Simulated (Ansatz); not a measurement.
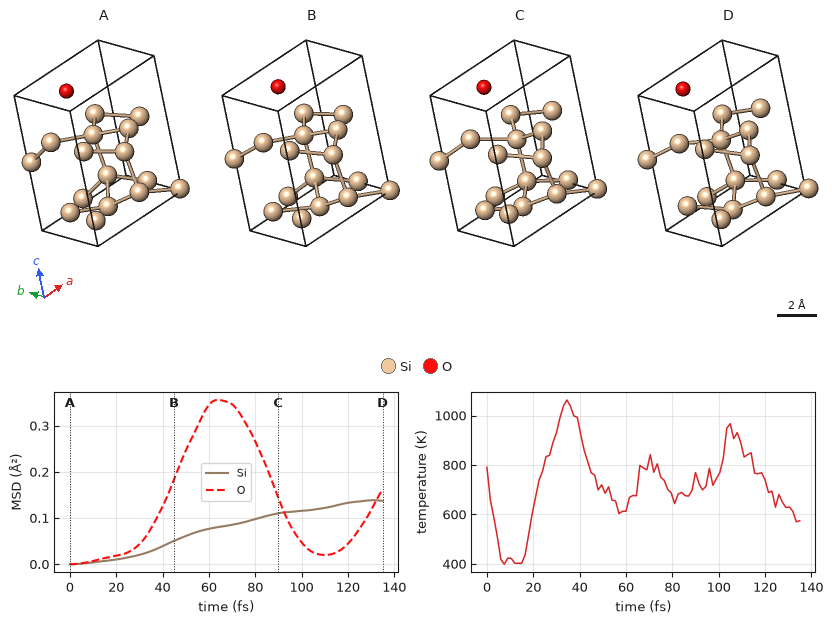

First-principles dynamics of Si with an interstitial O (17 atoms in the cell), 135 fs long. It starts from the last geometry of an earlier run, with fresh velocities. Frames (A at 0 fs, B at 45 fs, C at 90 fs, D at 135 fs) and the history of the run. The picture is a ball-and-stick view of the reduced simulation cell, seen slightly off an axis. Bonds to atoms that aren't drawn are left out. Lengths and directions refer to the drawn axes.

Method: Ansatz, DFT LDA, scalar-relativistic, plane waves, PAW. Run with plane-wave cutoff 420 eV; k-point mesh 2 × 2 × 2; Fermi-Dirac smearing 0.002 eV; spin collinear; low-accuracy preset; Langevin thermostat (NVT); set temperature 840 K; time step 1.5 fs; friction 0.01 per fs.

Q: What do the frames and curves show?

A: Root-mean-square distances from the starting positions over the second half, with the common drift of all atoms taken out: O 0.37 Å, Si 0.34 Å. Against the typical shortest distance between atoms in the first frame, about 2.3 Å these are wide excursions, but the first-neighbour bonds of the start all hold: the network flexes, or its layers or units shift against each other, without breaking. The mean temperature in the second half is 745 K (standard deviation 94 K). The potential energy in the second half lies on average 26.0 meV per atom above the first frame.

Limits of the set-up: the program's low-accuracy preset was used; the periodic images lie only 7.7 Å apart, so the values are limited by the cell's size.

The run took 17 min on 1 thread of Intel(R) Xeon(R) Platinum 8488C (Sapphire Rapids), with other jobs on the host, peak memory 0.65 GiB.

PAW datasets: the set soft_1.
